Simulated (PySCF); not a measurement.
# C4H10OSi (SMILES O[SiH]1CCCC1): what the fields show

```xyz
16

O     2.4224    0.8321    0.2082
Si    0.9805    0.2905    0.8611
C     0.4105   -1.4210    0.2799
C    -0.7684   -1.1178   -0.6579
C    -1.5512    0.0719   -0.0891
C    -0.5624    1.2013    0.2405
H     2.4706    0.8806   -0.7504
H     1.2084    0.3841    2.3303
H     1.2024   -2.0197   -0.1963
H     0.0650   -1.9957    1.1574
H    -1.4218   -1.9929   -0.8084
H    -0.3841   -0.8458   -1.6578
H    -2.3437    0.3999   -0.7817
H    -2.0632   -0.2496    0.8355
H    -0.9696    1.9386    0.9488
H    -0.2965    1.7604   -0.6749
```

Geometry: PBE0-D3(BJ)/def2-SVP.

Computed with PBE0/pcSseg-1, SCF density, gas phase, non-relativistic (PySCF 2.14.0).

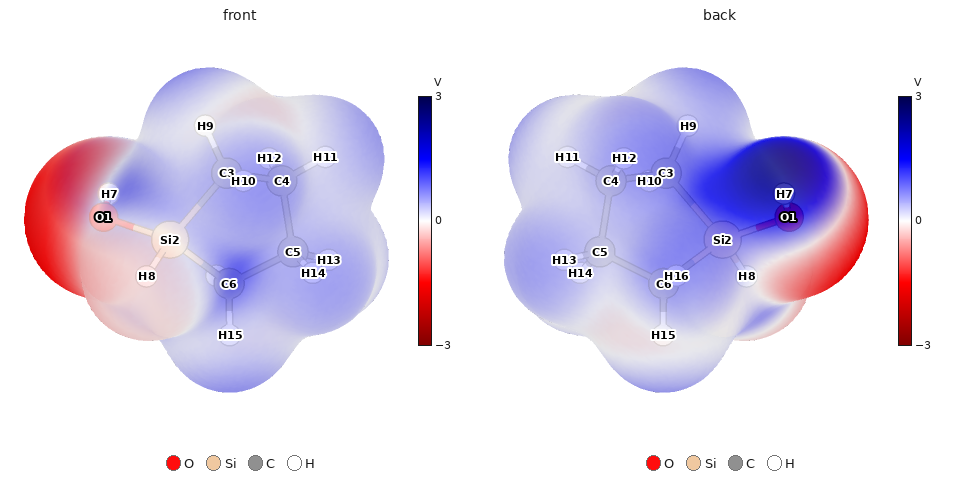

Figure 1. The electrostatic potential painted on the density surface at 0.002 e/bohr³, seen from the front and from behind; the colour scale runs from red (negative) to blue (positive).

### Describe the electrostatic potential map.

The most negative region (about −1.7 V) lies over O1, the most positive (about +2.4 V) over H7. O1 is the likeliest acceptor of a hydrogen bond.

### What dipole moment does the calculation give?

Its dipole moment is 1.85 D.

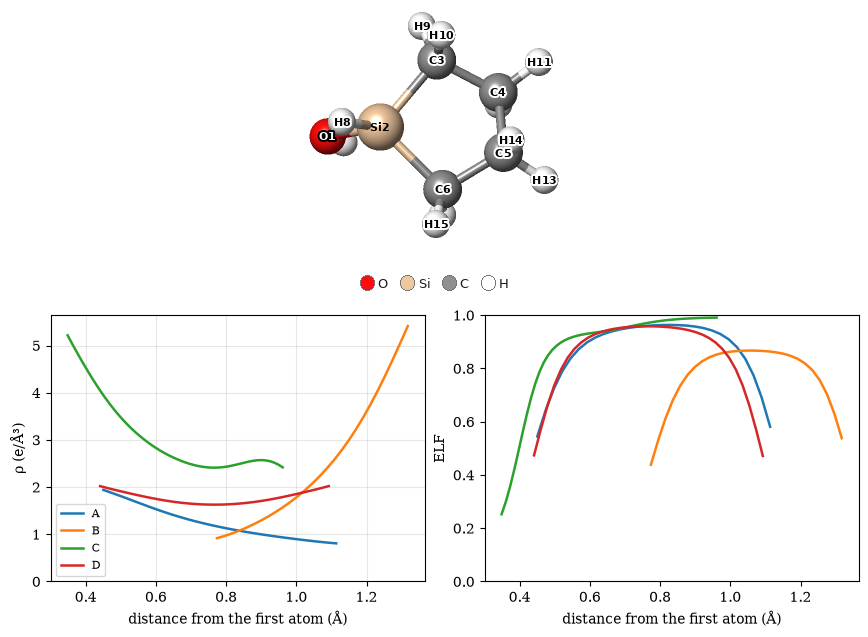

Figure 2. Electron density and electron localisation function along straight lines between neighbouring atoms. The curves leave out the atomic cores. The structure is drawn too.

### Which curve belongs to which contact (C–C, C–Si, O–H and Si–O)? The first atom named is at distance zero.

Curve A: C–Si (1.90 Å): the density is about 0.95 e/Å³ at the midpoint; the ELF peaks at about 0.95 between the atoms (a covalent bond). Curve B: Si–O (1.67 Å): the density is about 1.1 e/Å³ at the midpoint; the ELF peaks at about 0.85 between the atoms: a shared but strongly polarised pair. Curve C: O–H (0.96 Å): the density is about 3.6 e/Å³ at the midpoint; the ELF climbs to about 1 towards the hydrogen, as it does in any bond to H (an ordinary covalent bond to hydrogen). Curve D: C–C (1.53 Å): ρ is about 1.6 e/Å³ halfway; the ELF peaks at about 0.95 between the atoms: a shared electron pair.
